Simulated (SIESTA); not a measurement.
# Convergence study of the k-point mesh for ZrSc (P3m1, 2 atoms in the cell)

```
ZrSc
1.0
    3.29926     0.00000     0.00000
   -1.64963     2.85725     0.00000
    0.00000     0.00000     5.18079
Zr Sc
1 1
Direct
  0.66667   0.33333   0.00965
  0.00000   0.00000   0.50000
```

Level of theory: LDA PW92, numerical atomic orbitals DZP, PseudoDojo LDA standard norm-conserving potentials (rewritten from UPF to PSML) in SIESTA.

Base settings: XC.functional = LDA; XC.authors = PW92; potentials = PseudoDojo LDA standard; PAO.BasisSize = DZP; PAO.EnergyShift = 0.01 Ry; MeshCutoff = 400 Ry; kgrid.MonkhorstPack = 6 6 3; OccupationFunction = FD; ElectronicTemperature = 1160.45 K; MaxSCFIterations = 150.

The second cell is the first with its lattice scaled by 0.98.

Only quantities that move along the ladder and can be compared are tabulated.

Core times come from one kind of shared machine, to one figure; runs under 30 s give none.

The starting cell comes from a database of computed structures (which also holds hypothetical and non-ambient phases and stackings), without a prior relaxation at this level. Its lattice was rescaled by up to half a per cent. One atom was moved a little off its site on purpose. Values carry the incompleteness of an atom-centred basis. In the base run, with a pressure of about -9 GPa the cell is away from its equilibrium volume at this level. Without a gap this mesh is coarse (it stands for a supercell whose shortest vector is 16 Å).

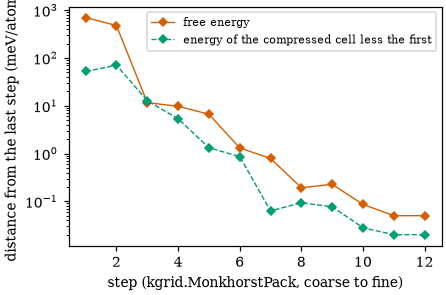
Figure: Distance from the last step along the ladder; very small values are drawn at a floor.

| kgrid.MonkhorstPack | free energy less the last step's (meV/atom) | energy of the compressed cell less the first (meV/atom) | pressure (GPa) | largest difference of a force vector from the last step's (eV/Å) | core time / last (rough) |
|---|---|---|---|---|---|
| 2 2 1 | -702.32 | -115.83 | -14.73 | 0.173 | 0.2 |
| 2 2 2 | -478.28 | -134.53 | -16.12 | 0.055 | – |
| 3 3 2 | 11.61 | -76.42 | -10.28 | 0.068 | – |
| 4 4 3 | 9.78 | -58.28 | -8.44 | 0.026 | – |
| 6 6 3 | -6.65 | -64.95 | -9.12 | 0.003 | – |
| 6 6 4 | -1.31 | -64.50 | -9.06 | 0.010 | – |
| 8 8 5 | -0.79 | -63.70 | -8.99 | 0.003 | – |
| 10 10 6 | 0.19 | -63.54 | -8.97 | 0.001 | 0.2 |
| 12 12 7 | -0.23 | -63.71 | -8.99 | 0.001 | 0.2 |
| 15 15 8 | 0.09 | -63.61 | -8.98 | 0.000 | 0.3 |
| 16 16 9 | -0.01 | -63.63 | -8.98 | 0.000 | 0.4 |
| 20 20 11 | 0.01 | -63.63 | -8.98 | 0.000 | 0.4 |
| 25 25 14 | 0.00 | -63.64 | -8.98 | 0.000 | 1 |

Coarsest kgrid.MonkhorstPack that holds the free energy within 1 meV/atom of the last step, with all finer ones: 8 8 5; the step before is off by 1.3 meV/atom.

Coarsest kgrid.MonkhorstPack that holds the forces within 0.02 eV/Å of the last step, with all finer ones: 6 6 3; the step before is off by 0.026 eV/Å.

Coarsest kgrid.MonkhorstPack that holds the pressure within 0.05 GPa of the last step, with all finer ones: 8 8 5; the step before is off by 0.08 GPa.

The energy difference between the two cells stays within 1 meV/atom of the last step's from 6 6 4 on, the total only from 8 8 5 on: much of the error is common to both cells and cancels.
